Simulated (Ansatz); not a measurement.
# BH$_{3}$OSSi: what the fields show

Input file:

```
crystal:
  periodic: [false, false, false]
  atoms:
    - { symbol: O, position_ang: [-1.02892, 1.47042, -0.97836] }
    - { symbol: B, position_ang: [-0.50242, 0.36128, -0.46821] }
    - { symbol: Si, position_ang: [0.71058, -0.59494, 0.66879] }
    - { symbol: S, position_ang: [-0.83386, -1.363, -0.76077] }
    - { symbol: H, position_ang: [-0.72283, 2.33248, -0.69887] }
    - { symbol: H, position_ang: [0.37214, -1.09544, 1.99513] }
    - { symbol: H, position_ang: [2.00531, -1.1108, 0.24229] }
basis:
  gaussian: { orbitals: cc-pVDZ }
hamiltonian:
  xc: { name: BHLYP }
  dispersion: d4
relax:
  f_tol: 0.02
  max_steps: 50
output:
  orbitals: {}
```

Run with:

```sh
ansatz run input.yaml --threads 1 --pin off --max-ram 2048MiB --backend cpu --events-out ev --progress --plain --runs-dir out
```

The fields are those of the relaxed geometry.

Method: RKS BHLYP-D4/cc-pVDZ in Ansatz 0.2.0.

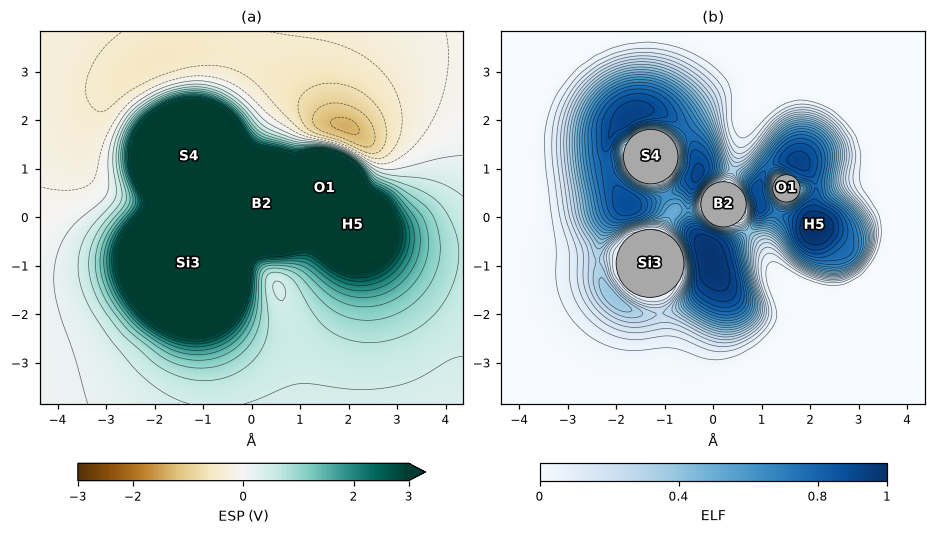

Figure 1. (a) electrostatic potential; (b) ELF on the plane of atoms O1, B2 and S4. Grey discs cover the atomic cores in the ELF map.

> Interpret the plot.

Atoms in the plane: O, B, Si, S and H. B–O (1.34 Å): the ELF peaks at about 0.90 between the atoms; a polar covalent bond. B–S (1.80 Å): the ELF peaks at about 0.90 between the atoms, as expected for a covalent bond. Si–B (1.95 Å): the ELF peaks at about 0.90 between the atoms (a covalent bond). Si–S (2.20 Å): the ELF peaks at about 0.75 between the atoms, as expected for localised, covalent bonding. O–H (0.96 Å): the ELF climbs to about 1 towards the hydrogen, as it does in any bond to H (a covalent bond by its length). The ELF also peaks beside O1 and S4, away from the bonds: lone-pair regions. Outside the dense part of the molecule the potential is most negative (−1.4 V) near O1.

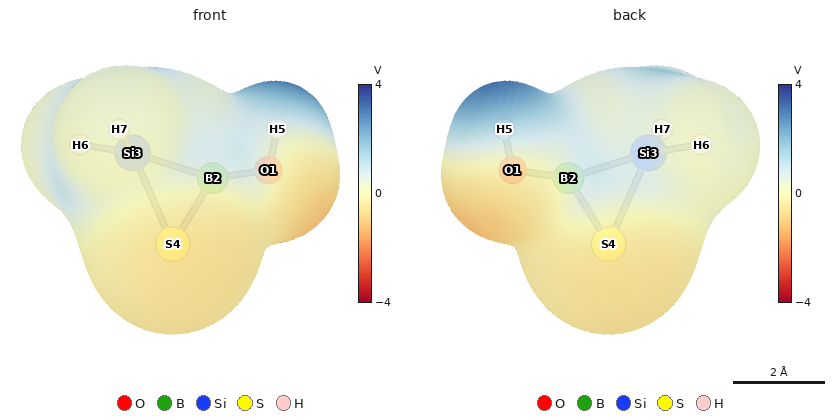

Figure 2. The molecular electrostatic potential painted on the density surface at 0.002 e/bohr³, seen from the front and from behind; red is negative and blue positive.

> Describe the electrostatic potential map.

The most negative region (about −1.2 V) lies over O1, the most positive (about +3.1 V) over H5. O1 is the likeliest acceptor of a hydrogen bond.

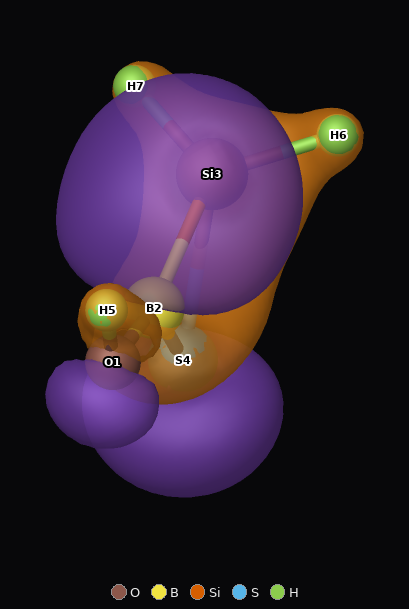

Figure 3. The HOMO at ±0.1 Å⁻³ᐟ² (orange and purple are the two phases), seen at an oblique angle.

> Where does this orbital lie, and at what energy?

By Hirshfeld shares it lies mainly on Si3 (about 35 %), S4 (about 30 %), B2 (about 25 %) and O1 (about 5 %). Its energy is −7.96 eV.
